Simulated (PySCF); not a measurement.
# (CuCl)2 ring (Cl₂Cu₂): electronic structure

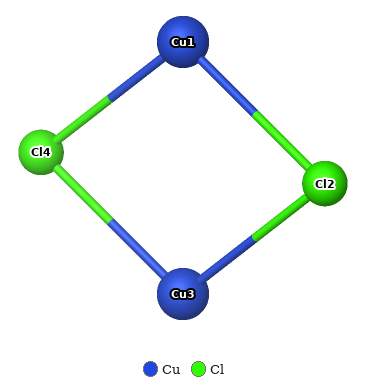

The molecule, with its atoms numbered as below. No frequency check shows the geometry to be a minimum.

Cartesian coordinates (Å):

```
Cu1     -1.3645   -0.0065    0.0000
Cl2     -0.0085    1.7647    0.0000
Cu3      1.3645    0.0065    0.0000
Cl4      0.0085   -1.7647    0.0000
```

Part 1: Bonding charge

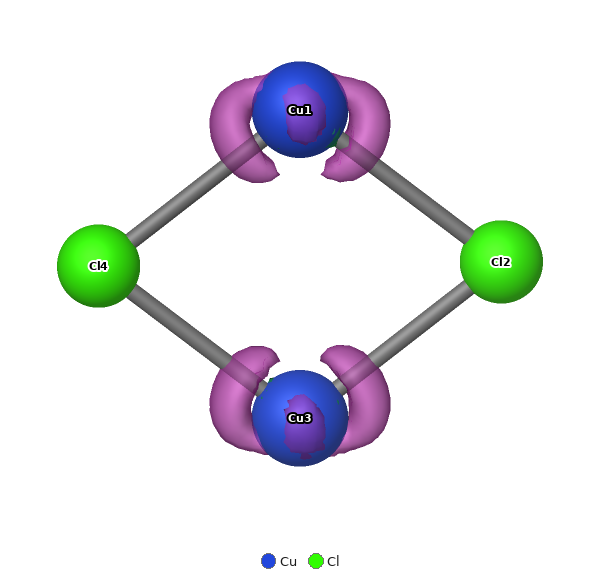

Deformation density (molecule less spherical, spin-averaged free atoms at the same positions), surfaces at ±0.1 e/Å³; green: gain, purple: loss.

Level of theory: ωB97X/def2-SVP (PySCF), at a geometry from GFN2-xTB. This is a single-reference result, which may miss multireference character in this system.

Question: How much density has each bond gained at its critical point, relative to the free atoms?

Answer: Cu1–Cl2, Cu3–Cl4, Cl2–Cu3 and Cu1–Cl4: −0.01 e/Å³ at the bond critical point (bond length 2.23 Å, Mayer order 0.6). In all, 0.9 electrons gather in the regions of gain relative to the promolecule. A small or negative value marks a very polar bond, one between electron-rich atoms, whose free-atom densities already overlap strongly, a long bond to a heavier atom, or a closed-shell contact such as a hydrogen bond.

Question: Where do the Hirshfeld charges lie?

Answer: The highest Hirshfeld charge is on Cu1 and Cu3 (+0.32 e), the lowest on Cl2 and Cl4 (−0.32 e).

```json
{"atom": "Cu1", "charge (e)": "+0.32"}
{"atom": "Cl2", "charge (e)": "−0.32"}
{"atom": "Cu3", "charge (e)": "+0.32"}
{"atom": "Cl4", "charge (e)": "−0.32"}
```

Part 2: Bond critical points

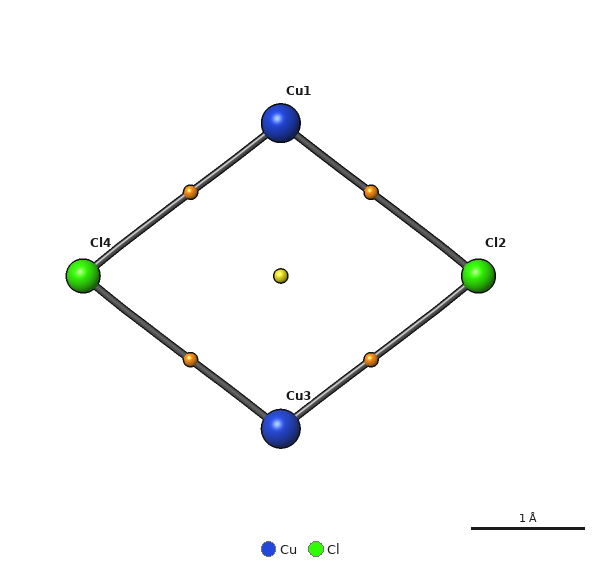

Molecular graph of the electron density (QTAIM): bond paths, bond critical points (orange), ring points (yellow, if any); weak paths are dashed.

Question: How many critical points of each kind are there, and does the count close?

Answer: 4 nuclei, 4 bond, 1 ring and 0 cage critical points: 4 − 4 + 1 − 0 = 1, as the Poincaré–Hopf relation requires.

Question: What does the calculation give at each kind of bond critical point?

Answer:
```json
{"bond": "Cu1–Cl2 (4 alike)", "length (Å)": "2.231", "ρ (a.u.)": "0.068", "∇²ρ (a.u.)": "+0.32", "ε": "0.01", "H (a.u.)": "−0.004"}
```

Question: What kind of interaction is Cu1–Cl2?

Answer: Polar or intermediate (positive Laplacian, negative energy density H): ρ = 0.068, ∇²ρ = +0.32, H = −0.004 a.u.

Part 3: Local ionisation energy

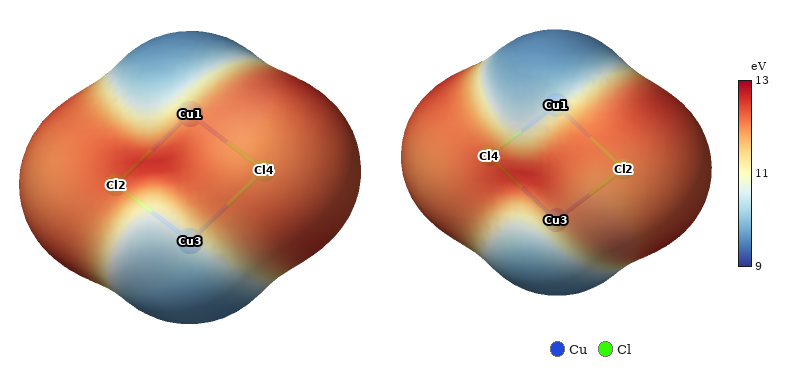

Average local ionisation energy on the surface of electron density 0.001 a.u. (back view left, front view right).

Question: Where are the most loosely bound electrons on this surface?

Answer: The lowest value is 9.6 eV, 1.8 Å from Cu1, and at like points elsewhere. Further minima include 12.0 eV, off the molecular plane, over Cl2 (2.1 Å), and at like points elsewhere. For comparison, the highest occupied orbital lies at −8.3 eV.

Question: What volume does the surface enclose, and what is the dipole moment?

Answer: About 101 Å³; the dipole moment is 0.0 D.

Part 4: Excited states

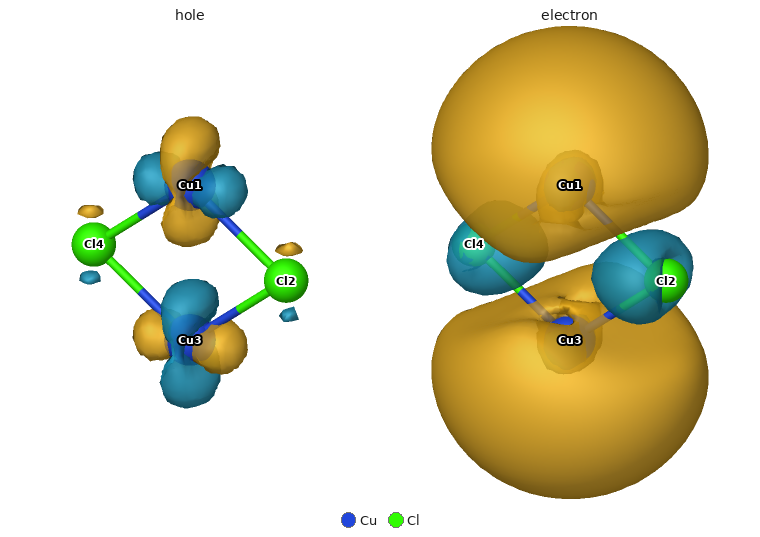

Leading natural transition orbital pair of S₃ (TDA singlet states); the surfaces enclose about 85 % of each orbital's density.

Level of theory: ωB97X/def2-SVPD (PySCF), at a geometry from GFN2-xTB. This is a single-reference result, which may miss multireference character in this system.

Question: What kind of excitation is it, and where does it lie?

Answer: 3.60 eV (345 nm), f = 0.084, metal-centred → diffuse (Rydberg-like) orbital; the leading pair carries 79 %; hole on Cu1 and Cu3 (46 % each), electron on Cu1 and Cu3 (42 % each) and Cl2 and Cl4 (8 % each) (atom shares of so diffuse an orbital are rough) (shares are of the whole state, not of the leading pair alone); their centroids lie 0.0 Å apart; S₄ lies within 0.1 eV of it. In canonical orbitals it is mainly HOMO−1 → LUMO (72 %). The HOMO–LUMO gap is 8.78 eV.
